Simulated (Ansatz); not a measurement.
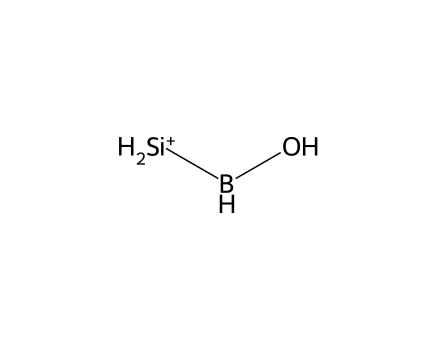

State: charge +1, singlet. The geometry was computed by an optimisation with PBE0-D4/def2-TZVP. No frequency run is at hand to confirm it as a minimum. Level of theory: RKS PBE0-D4/def2-TZVP (Ansatz 0.2.0).

What is the dispersion correction?

−6.8 kJ/mol.
